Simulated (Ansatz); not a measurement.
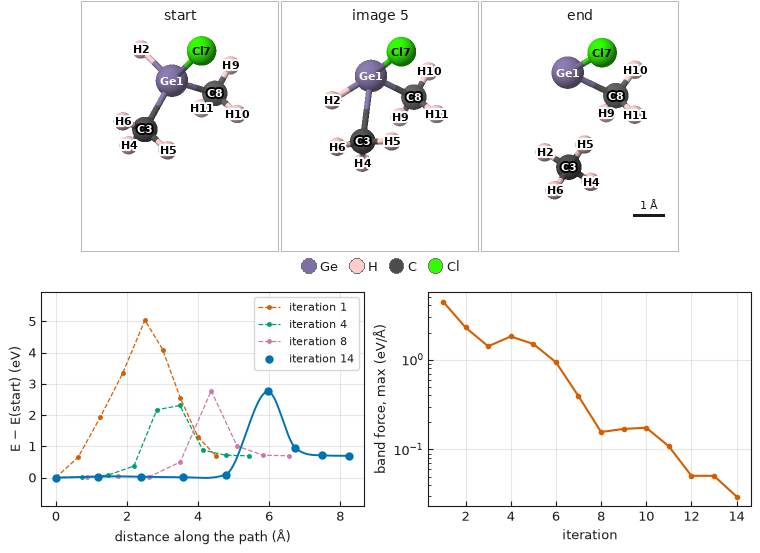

A nudged-elastic-band calculation for C2H7ClGe. Images are numbered from 0 (start) to 8 (end). The plot follows the band through its iterations. The picture is a ball-and-stick view, seen from a free direction.

All numbers below come from RKS B3LYP-D4/def2-SVP in Ansatz. Run with 7 movable images; climbing image; force threshold 0.05 eV/Å; iteration limit 60; starting path through a guess of the saddle point.

Q: Judge this run.

A: The run is converged, with reservations. The band converged in 14 iterations. The largest component of the band force went from 4.4 to 0.03 eV/Å. The climbing image converged on the top of the path. Its vibrational analysis gives one imaginary mode (1149i cm⁻¹), as a transition state must have. The first iteration put the highest image at 5.04 eV. Forward barrier 2.75 eV, backward barrier 2.06 eV, with image 5 at the top; the reaction energy is +0.70 eV.

The run took 2.4 min on 4 threads of Arm Neoverse V2, with other jobs on the host, peak memory 0.29 GiB.
